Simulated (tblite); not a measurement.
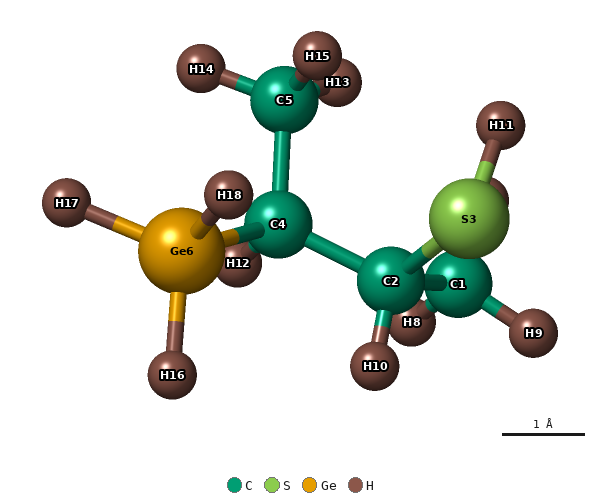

Figure 1. The input geometry (ball-and-stick view, seen at a tilt; atoms are numbered from 1 in the order of the input). Sticks mark near contacts. Bond lengths as drawn: C–C 1.53 to 1.55 Å, C–Ge 1.95 Å, C–H 1.10 to 1.12 Å, C–S 1.83 Å, Ge–H 1.53 to 1.55 Å and H–S 1.41 Å.

# Geometry relaxation, with input and output: C$_{4}$H$_{12}$GeS

- system: C$_{4}$H$_{12}$GeS
- method: GFN2-xTB geometry optimisation, gas phase (tblite 0.8.0)

## Input file
```
{"job": {"xc": "GFN2-xTB", "basis": "xTB", "kind": "relax"}, "charge": 0, "multiplicity": 1}
C     -2.148600    -0.059500    -0.104400
C     -0.773800     0.255100    -0.685300
S     -0.462700     2.055800    -0.685000
C      0.354500    -0.538400     0.027500
C      0.611500    -0.119200     1.493000
Ge     2.021700    -0.441700    -0.982900
H     -2.255500     0.314100     0.934600
H     -2.341200    -1.146100    -0.116000
H     -2.930000     0.435700    -0.721400
H     -0.790200    -0.076300    -1.734100
H     -0.816200     2.249700     0.662000
H      0.065000    -1.623400     0.046700
H     -0.317500    -0.191400     2.102300
H      1.373600    -0.790200     1.940600
H      0.998000     0.929500     1.535700
H      1.773500    -0.914000    -2.422100
H      3.090100    -1.349100    -0.311500
H      2.539000     1.015700    -0.991300
```

The first line tells a small driver script what to run in tblite; the rest is the geometry in Å.

Machine: 1 CPU thread, shared host.

Run as:
```bash
OMP_NUM_THREADS=1 python <driver script> task.json out
```

## Log
```
step      E/eV     max force
  0    -539.67773    1.287
  1    -539.80342    0.787
  2    -539.87006    0.467
  3    -539.88025    0.354
  4    -539.89649    0.168
  5    -539.89866    0.159
  6    -539.90416    0.117
  7    -539.90537    0.084
  8    -539.90636    0.058
  9    -539.90698    0.065
 10    -539.90795    0.082
 11    -539.90872    0.058
 12    -539.90923    0.043
 13    -539.90954    0.043
 14    -539.90991    0.059
 15    -539.91042    0.071
 16    -539.91096    0.071
 17    -539.91137    0.048
 18    -539.91170    0.043
 19    -539.91212    0.065
 20    -539.91278    0.078
 21    -539.91360    0.066
 22    -539.91436    0.051
 23    -539.91494    0.051
 24    -539.91546    0.060
 25    -539.91606    0.063
 26    -539.91665    0.066
 27    -539.91713    0.053
 28    -539.91756    0.050
 29    -539.91805    0.058
 30    -539.91864    0.062
 31    -539.91928    0.064
 32    -539.91984    0.045
 33    -539.92032    0.058
 34    -539.92077    0.057
 35    -539.92120    0.054
 36    -539.92159    0.058
 37    -539.92200    0.056
 38    -539.92253    0.058
 39    -539.92317    0.064
 40    -539.92386    0.057
 41    -539.92450    0.052
 42    -539.92509    0.058
 43    -539.92585    0.069
 44    -539.92703    0.099
 45    -539.92875    0.138
 46    -539.93086    0.143
 47    -539.93259    0.184
 48    -539.93268    0.128
 49    -539.93505    0.088
 50    -539.93624    0.100
 51    -539.93792    0.096
 52    -539.93931    0.088
 53    -539.94048    0.081
 54    -539.94147    0.101
 55    -539.94256    0.091
 56    -539.94400    0.118
 57    -539.94546    0.105
 58    -539.94764    0.090
 59    -539.94839    0.095
 60    -539.94963    0.090
 61    -539.95058    0.084
 62    -539.95181    0.075
 63    -539.95285    0.072
 64    -539.95368    0.077
 65    -539.95422    0.063
 66    -539.95458    0.041
 67    -539.95488    0.040
 68    -539.95488    0.040
 69    -539.95504    0.035
 70    -539.95540    0.049
 71    -539.95560    0.062
 72    -539.95608    0.054
 73    -539.95640    0.044
 74    -539.95667    0.036
 75    -539.95687    0.049
 76    -539.95707    0.050
 77    -539.95723    0.029
 78    -539.95739    0.029
 79    -539.95753    0.027
 80    -539.95767    0.033
 81    -539.95778    0.031
 82    -539.95787    0.027
 83    -539.95794    0.019
 84    -539.95802    0.024
 85    -539.95809    0.020
 86    -539.95815    0.023
 87    -539.95822    0.024
 88    -539.95828    0.031
 89    -539.95835    0.027
 90    -539.95840    0.018
 91    -539.95845    0.014
 92    -539.95848    0.018
 93    -539.95852    0.020
 94    -539.95856    0.017
 95    -539.95860    0.015
 96    -539.95863    0.017
 97    -539.95866    0.015
 98    -539.95868    0.012
 99    -539.95870    0.011
100    -539.95872    0.017
101    -539.95874    0.018
102    -539.95876    0.011
103    -539.95878    0.009
104    -539.95879    0.010
105    -539.95880    0.012
106    -539.95881    0.008
107    -539.95882    0.007
108    -539.95883    0.008
109    -539.95884    0.011
110    -539.95885    0.011
111    -539.95886    0.007
112    -539.95887    0.006
113    -539.95888    0.007
114    -539.95888    0.008
115    -539.95888    0.004
116    -539.95889    0.004
117    -539.95889    0.006
118    -539.95890    0.008
119    -539.95890    0.006
120    -539.95890    0.004
```

## Trajectory as extended XYZ (Å, eV, eV/Å), 12 frames, from step=0 to step=120
```
18
Properties=species:S:1:pos:R:3:forces:R:3 step=0 energy=-539.67773
C    -2.1486   -0.0595   -0.1044   -0.6380   0.3020   0.0640
C    -0.7738    0.2551   -0.6853    0.0770  -0.9170   0.5550
S    -0.4627    2.0558   -0.6850   -0.3310  -0.0640   1.0750
C     0.3545   -0.5384    0.0275   -0.5180  -0.2620   0.6420
C     0.6115   -0.1192    1.4930   -0.1490   0.2250   0.0520
Ge    2.0217   -0.4417   -0.9829    0.9220   0.3000  -0.3480
H    -2.2555    0.3141    0.9346    0.1030  -0.2540  -0.5990
H    -2.3412   -1.1461   -0.1160    0.1370   0.4930   0.0190
H    -2.9300    0.4357   -0.7214    0.4390  -0.3070   0.4250
H    -0.7902   -0.0763   -1.7341    0.1510   0.3650   0.0670
H    -0.8162    2.2497    0.6620    0.3430  -0.1630  -1.2300
H     0.0650   -1.6234    0.0467   -0.0730   0.7410  -0.0650
H    -0.3175   -0.1914    2.1023    0.6610   0.0790  -0.3650
H     1.3736   -0.7902    1.9406   -0.4500   0.4290  -0.2690
H     0.9980    0.9295    1.5357   -0.3120  -0.8440   0.0040
H     1.7735   -0.9140   -2.4221    0.1810   0.1540   0.4180
H     3.0901   -1.3491   -0.3115   -0.4450   0.4260  -0.3710
H     2.5390    1.0157   -0.9913   -0.0980  -0.7010  -0.0740
18
Properties=species:S:1:pos:R:3:forces:R:3 step=10 energy=-539.90795
C    -2.1638   -0.0633   -0.0949   -0.0350   0.0130   0.0030
C    -0.7790    0.2199   -0.6492    0.0670   0.0300   0.0020
S    -0.4600    2.0265   -0.6731   -0.0140  -0.0600   0.0210
C     0.3391   -0.5475    0.0539    0.0310  -0.0360  -0.0670
C     0.5946   -0.1223    1.4940   -0.0220  -0.0030  -0.0120
Ge    2.0311   -0.4172   -0.9874   -0.0050  -0.0210  -0.0210
H    -2.2600    0.2939    0.9285    0.0100   0.0030   0.0130
H    -2.3585   -1.1340   -0.1061   -0.0070  -0.0170  -0.0160
H    -2.9164    0.4327   -0.7024   -0.0410   0.0220   0.0020
H    -0.7558   -0.0347   -1.7151   -0.0360  -0.0420   0.0170
H    -0.7886    2.2364    0.6004    0.0340   0.0240  -0.0200
H     0.0325   -1.6029    0.0523    0.0170   0.0420   0.0120
H    -0.3056   -0.1869    2.1018   -0.0200  -0.0060   0.0340
H     1.3506   -0.7727    1.9320   -0.0100   0.0010   0.0230
H     0.9731    0.8985    1.5289   -0.0160   0.0080   0.0150
H     1.8181   -0.8887   -2.3931    0.0100   0.0320   0.0100
H     3.0651   -1.3002   -0.3633    0.0180   0.0040  -0.0050
H     2.5746    0.9687   -1.0189    0.0190   0.0070  -0.0110
18
Properties=species:S:1:pos:R:3:forces:R:3 step=21 energy=-539.91360
C    -2.1698   -0.0609   -0.0830   -0.0280   0.0010   0.0100
C    -0.7850    0.2067   -0.6463    0.0590   0.0080  -0.0120
S    -0.4528    2.0096   -0.7087   -0.0230  -0.0410   0.0370
C     0.3416   -0.5498    0.0554    0.0510  -0.0200  -0.0270
C     0.5761   -0.1257    1.5001    0.0010   0.0030   0.0100
Ge    2.0384   -0.4056   -0.9874   -0.0160  -0.0040  -0.0310
H    -2.2563    0.2785    0.9460    0.0220   0.0150   0.0440
H    -2.3838   -1.1269   -0.1168    0.0030  -0.0460   0.0130
H    -2.9204    0.4562   -0.6748   -0.0250   0.0420  -0.0200
H    -0.7809   -0.0727   -1.7051    0.0170  -0.0070  -0.0310
H    -0.7281    2.2502    0.5741    0.0270  -0.0090  -0.0600
H     0.0564   -1.6108    0.0516   -0.0210   0.0410  -0.0010
H    -0.3315   -0.2050    2.0956   -0.0110  -0.0160   0.0250
H     1.3349   -0.7639    1.9501   -0.0020  -0.0290   0.0020
H     0.9395    0.8996    1.5503   -0.0150   0.0220  -0.0210
H     1.8296   -0.8521   -2.4024   -0.0170  -0.0010   0.0260
H     3.0830   -1.2925   -0.3839   -0.0200  -0.0050   0.0050
H     2.6006    0.9715   -1.0265    0.0000   0.0470   0.0320
18
Properties=species:S:1:pos:R:3:forces:R:3 step=32 energy=-539.91984
C    -2.1646   -0.0583   -0.0626   -0.0290   0.0210   0.0120
C    -0.7865    0.1799   -0.6573   -0.0230  -0.0360  -0.0090
S    -0.4485    1.9748   -0.7949    0.0150  -0.0140  -0.0170
C     0.3464   -0.5537    0.0543    0.0060  -0.0030   0.0260
C     0.5477   -0.1371    1.5061    0.0030  -0.0010   0.0320
Ge    2.0382   -0.3656   -0.9816    0.0270  -0.0120  -0.0010
H    -2.2061    0.2650    0.9745   -0.0060   0.0030   0.0330
H    -2.4196   -1.1160   -0.1117    0.0350   0.0060   0.0190
H    -2.9124    0.5015   -0.6186   -0.0240   0.0100  -0.0370
H    -0.7956   -0.1430   -1.7036   -0.0050   0.0190  -0.0400
H    -0.6072    2.2513    0.4973   -0.0020   0.0000  -0.0090
H     0.0806   -1.6184    0.0407   -0.0130  -0.0090   0.0000
H    -0.3629   -0.2535    2.0910   -0.0200  -0.0040   0.0080
H     1.3157   -0.7583    1.9643    0.0370  -0.0050  -0.0260
H     0.8748    0.8998    1.5719    0.0090   0.0030  -0.0050
H     1.8088   -0.7915   -2.3977    0.0050   0.0380  -0.0090
H     3.0732   -1.2826   -0.4075    0.0080   0.0050   0.0100
H     2.6092    1.0119   -0.9764   -0.0230  -0.0210   0.0130
18
Properties=species:S:1:pos:R:3:forces:R:3 step=43 energy=-539.92585
C    -2.1654   -0.0409   -0.0334    0.0060   0.0220   0.0040
C    -0.7979    0.1421   -0.6748   -0.0450  -0.0250   0.0160
S    -0.4125    1.9151   -0.9257   -0.0300  -0.0340  -0.0310
C     0.3363   -0.5758    0.0537   -0.0400   0.0170   0.0180
C     0.5198   -0.1615    1.5102    0.0100  -0.0190   0.0120
Ge    2.0341   -0.3326   -0.9600    0.0020   0.0370   0.0110
H    -2.1622    0.2912    1.0025    0.0000   0.0140  -0.0100
H    -2.4456   -1.0943   -0.0629    0.0020   0.0600   0.0190
H    -2.9167    0.5377   -0.5671    0.0140  -0.0360  -0.0450
H    -0.8380   -0.2275   -1.7060    0.0040  -0.0270   0.0200
H    -0.4545    2.2518    0.3576   -0.0080   0.0340   0.0600
H     0.0842   -1.6438    0.0415    0.0120   0.0000  -0.0210
H    -0.3751   -0.3361    2.1054   -0.0150  -0.0100  -0.0220
H     1.3252   -0.7498    1.9469    0.0440   0.0120   0.0130
H     0.7922    0.8904    1.5925    0.0090  -0.0110  -0.0240
H     1.8042   -0.6385   -2.4037    0.0290  -0.0250  -0.0240
H     3.0763   -1.2680   -0.4270   -0.0170  -0.0100  -0.0350
H     2.5868    1.0467   -0.8612    0.0230   0.0020   0.0380
18
Properties=species:S:1:pos:R:3:forces:R:3 step=54 energy=-539.94147
C    -2.1813    0.0020    0.0138    0.0190   0.0110   0.0200
C    -0.8298    0.0758   -0.6765    0.0240  -0.0030  -0.0060
S    -0.3967    1.8052   -1.0993    0.0000   0.0180  -0.0990
C     0.3210   -0.6189    0.0468    0.0120   0.0160   0.0050
C     0.5011   -0.2141    1.5056   -0.0090  -0.0050   0.0010
Ge    2.0220   -0.2631   -0.9337    0.0180   0.0000   0.0050
H    -2.1417    0.4314    1.0121    0.0110   0.0290  -0.0060
H    -2.4935   -1.0391    0.0926   -0.0210   0.0410   0.0140
H    -2.9220    0.5534   -0.5639    0.0120  -0.0720   0.0150
H    -0.9168   -0.3780   -1.6693   -0.0200   0.0110  -0.0360
H    -0.2593    2.2681    0.1386   -0.0310  -0.0520   0.0790
H     0.1077   -1.6949    0.0151    0.0230   0.0270   0.0160
H    -0.3585   -0.4863    2.1140   -0.0220  -0.0150   0.0210
H     1.3784   -0.7170    1.9114   -0.0100  -0.0270   0.0140
H     0.6708    0.8581    1.5985   -0.0260   0.0240  -0.0170
H     1.8640   -0.3879   -2.4123   -0.0240   0.0370  -0.0150
H     3.0512   -1.2678   -0.5107    0.0060  -0.0290   0.0080
H     2.5748    1.0794   -0.5944    0.0360  -0.0120  -0.0190
18
Properties=species:S:1:pos:R:3:forces:R:3 step=65 energy=-539.95422
C    -2.1727    0.0235    0.0314    0.0210   0.0120  -0.0170
C    -0.8362    0.0532   -0.6915    0.0390  -0.0180   0.0020
S    -0.3941    1.7724   -1.1414    0.0050   0.0150  -0.0090
C     0.3252   -0.6196    0.0358    0.0180  -0.0190   0.0220
C     0.4826   -0.2240    1.5000    0.0010   0.0010   0.0040
Ge    2.0366   -0.2401   -0.9252   -0.0470  -0.0310  -0.0280
H    -2.1138    0.5544    0.9787   -0.0160  -0.0020   0.0100
H    -2.4811   -1.0042    0.2181    0.0390   0.0030   0.0170
H    -2.9304    0.5048   -0.5833   -0.0180  -0.0060   0.0100
H    -0.9459   -0.4273   -1.6692   -0.0020   0.0110  -0.0190
H    -0.2758    2.2081    0.1097   -0.0030   0.0340   0.0010
H     0.1372   -1.6994    0.0025    0.0110  -0.0080  -0.0090
H    -0.3686   -0.5384    2.1011   -0.0050   0.0090   0.0030
H     1.3772   -0.7002    1.9016   -0.0160  -0.0170   0.0210
H     0.6130    0.8528    1.6065   -0.0310   0.0090  -0.0060
H     1.8697   -0.2641   -2.4089    0.0000   0.0000   0.0030
H     3.0274   -1.3069   -0.5573    0.0020   0.0050  -0.0180
H     2.6410    1.0614   -0.5200   -0.0010   0.0040   0.0130
18
Properties=species:S:1:pos:R:3:forces:R:3 step=76 energy=-539.95707
C    -2.1635    0.0261    0.0347   -0.0050  -0.0060   0.0050
C    -0.8290    0.0543   -0.6907   -0.0010  -0.0010   0.0000
S    -0.3862    1.7724   -1.1476    0.0170   0.0150   0.0050
C     0.3275   -0.6267    0.0373    0.0030   0.0030   0.0040
C     0.4751   -0.2289    1.5020   -0.0020   0.0060  -0.0010
Ge    2.0320   -0.2427   -0.9301    0.0270  -0.0310   0.0280
H    -2.1125    0.5695    0.9750    0.0160   0.0200   0.0120
H    -2.4540   -1.0022    0.2411    0.0010  -0.0230   0.0050
H    -2.9322    0.4878   -0.5812   -0.0010  -0.0120  -0.0120
H    -0.9416   -0.4214   -1.6707   -0.0040  -0.0080  -0.0010
H    -0.2783    2.2307    0.0975   -0.0070   0.0000  -0.0050
H     0.1416   -1.7066   -0.0015   -0.0170   0.0050   0.0010
H    -0.3782   -0.5426    2.1008   -0.0170  -0.0040  -0.0200
H     1.3666   -0.6995    1.9164    0.0020   0.0000  -0.0060
H     0.5947    0.8497    1.6006    0.0010   0.0070   0.0140
H     1.8664   -0.2542   -2.4128   -0.0160   0.0130  -0.0090
H     3.0285   -1.3117   -0.5812   -0.0070   0.0070  -0.0100
H     2.6343    1.0523   -0.5014    0.0100   0.0070  -0.0100
18
Properties=species:S:1:pos:R:3:forces:R:3 step=87 energy=-539.95822
C    -2.1558    0.0247    0.0364   -0.0110  -0.0040   0.0100
C    -0.8232    0.0581   -0.6921   -0.0080   0.0020   0.0040
S    -0.3786    1.7765   -1.1470    0.0010   0.0050  -0.0080
C     0.3305   -0.6248    0.0379   -0.0030   0.0000   0.0050
C     0.4679   -0.2280    1.5034   -0.0010  -0.0010   0.0110
Ge    2.0365   -0.2488   -0.9288   -0.0060   0.0160  -0.0150
H    -2.1078    0.5783    0.9715    0.0080   0.0210  -0.0070
H    -2.4330   -1.0051    0.2560   -0.0010  -0.0130  -0.0030
H    -2.9321    0.4693   -0.5824    0.0010  -0.0030  -0.0080
H    -0.9373   -0.4177   -1.6721    0.0060   0.0020   0.0010
H    -0.2881    2.2414    0.0967   -0.0050  -0.0080   0.0050
H     0.1358   -1.7032    0.0008    0.0090  -0.0050  -0.0070
H    -0.3930   -0.5434    2.0898   -0.0070   0.0000   0.0070
H     1.3543   -0.7014    1.9250    0.0060  -0.0010   0.0000
H     0.5870    0.8503    1.6082    0.0040   0.0020  -0.0020
H     1.8505   -0.2469   -2.4101    0.0000  -0.0010   0.0030
H     3.0343   -1.3196   -0.5977   -0.0010  -0.0090   0.0000
H     2.6435    1.0468   -0.5070    0.0080  -0.0030   0.0030
18
Properties=species:S:1:pos:R:3:forces:R:3 step=98 energy=-539.95868
C    -2.1547    0.0248    0.0353   -0.0010  -0.0020   0.0000
C    -0.8216    0.0582   -0.6925   -0.0050   0.0020   0.0030
S    -0.3783    1.7779   -1.1446    0.0000  -0.0020   0.0010
C     0.3324   -0.6224    0.0398   -0.0080   0.0010   0.0000
C     0.4656   -0.2282    1.5068    0.0020   0.0000  -0.0020
Ge    2.0367   -0.2454   -0.9303   -0.0050   0.0010  -0.0010
H    -2.1082    0.5950    0.9606   -0.0100   0.0020  -0.0050
H    -2.4244   -1.0040    0.2696    0.0020  -0.0010   0.0040
H    -2.9343    0.4537   -0.5908    0.0050   0.0010  -0.0020
H    -0.9325   -0.4185   -1.6724    0.0020   0.0050   0.0040
H    -0.2980    2.2382    0.1017    0.0000   0.0000  -0.0020
H     0.1419   -1.7016   -0.0022    0.0030   0.0000   0.0080
H    -0.3981   -0.5418    2.0907    0.0010  -0.0020  -0.0040
H     1.3498   -0.7041    1.9301    0.0020  -0.0010  -0.0010
H     0.5870    0.8497    1.6135    0.0040   0.0000  -0.0050
H     1.8422   -0.2410   -2.4102    0.0020   0.0060  -0.0030
H     3.0265   -1.3265   -0.6095    0.0080  -0.0090   0.0010
H     2.6592    1.0422   -0.5072   -0.0030   0.0010   0.0020
18
Properties=species:S:1:pos:R:3:forces:R:3 step=109 energy=-539.95884
C    -2.1560    0.0249    0.0347   -0.0020  -0.0020  -0.0030
C    -0.8214    0.0581   -0.6904   -0.0010   0.0000  -0.0010
S    -0.3783    1.7779   -1.1421    0.0020  -0.0010   0.0010
C     0.3330   -0.6230    0.0405   -0.0030   0.0010   0.0020
C     0.4676   -0.2280    1.5070    0.0000   0.0000  -0.0020
Ge    2.0367   -0.2464   -0.9315    0.0000  -0.0080   0.0080
H    -2.1171    0.6040    0.9548    0.0020  -0.0020  -0.0020
H    -2.4223   -1.0028    0.2772    0.0030  -0.0030   0.0040
H    -2.9345    0.4447   -0.5986   -0.0020   0.0020  -0.0010
H    -0.9314   -0.4177   -1.6707   -0.0010  -0.0010  -0.0010
H    -0.3005    2.2387    0.1040    0.0010   0.0010   0.0000
H     0.1431   -1.7025    0.0010   -0.0030   0.0030  -0.0020
H    -0.3975   -0.5401    2.0897    0.0040   0.0020   0.0020
H     1.3509   -0.7056    1.9306   -0.0020   0.0020   0.0000
H     0.5909    0.8498    1.6126    0.0030  -0.0020  -0.0010
H     1.8425   -0.2328   -2.4111   -0.0010   0.0000  -0.0060
H     3.0251   -1.3316   -0.6155   -0.0010   0.0030  -0.0030
H     2.6606    1.0387   -0.5036    0.0020   0.0040   0.0060
18
Properties=species:S:1:pos:R:3:forces:R:3 step=120 energy=-539.95890
C    -2.1567    0.0239    0.0335   -0.0010   0.0000   0.0000
C    -0.8218    0.0582   -0.6910    0.0000   0.0000   0.0010
S    -0.3776    1.7779   -1.1414   -0.0010   0.0000   0.0000
C     0.3316   -0.6235    0.0409    0.0020   0.0000   0.0000
C     0.4687   -0.2270    1.5066    0.0000   0.0000  -0.0010
Ge    2.0359   -0.2472   -0.9306    0.0000  -0.0020   0.0000
H    -2.1195    0.6070    0.9512    0.0020  -0.0010   0.0010
H    -2.4197   -1.0035    0.2808    0.0020  -0.0020   0.0000
H    -2.9366    0.4388   -0.6013   -0.0010   0.0020  -0.0020
H    -0.9306   -0.4173   -1.6717   -0.0020   0.0000   0.0010
H    -0.3003    2.2384    0.1048    0.0000   0.0000   0.0000
H     0.1393   -1.7025    0.0021    0.0020   0.0010   0.0000
H    -0.3959   -0.5356    2.0919    0.0000   0.0030  -0.0020
H     1.3514   -0.7065    1.9293   -0.0020   0.0010   0.0010
H     0.5959    0.8505    1.6103    0.0000  -0.0020   0.0000
H     1.8420   -0.2277   -2.4106   -0.0010   0.0020   0.0000
H     3.0250   -1.3335   -0.6207   -0.0020   0.0000   0.0010
H     2.6602    1.0359   -0.4959    0.0000  -0.0010   0.0010
```

## Key numbers

```csv
quantity,value
outcome,converged
total energy,−539.9589 eV
wall time,0.78 s
peak memory,1.3 GiB
```
